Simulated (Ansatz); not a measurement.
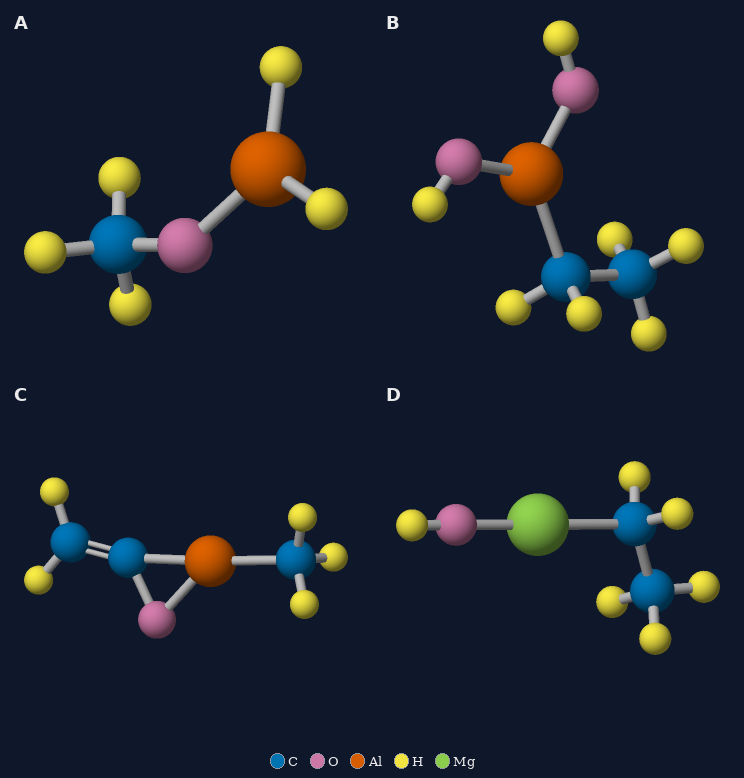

Figure made from data computed with Ansatz.

Which panel belongs to which SMILES?
(1) C[CH2][Mg][OH]
(2) C[O][AlH2]
(3) C=[C]1[O][Al]1[CH3]
(4) C[CH2][Al]([OH])[OH]

A is (2), B is (4), C is (3), D is (1).
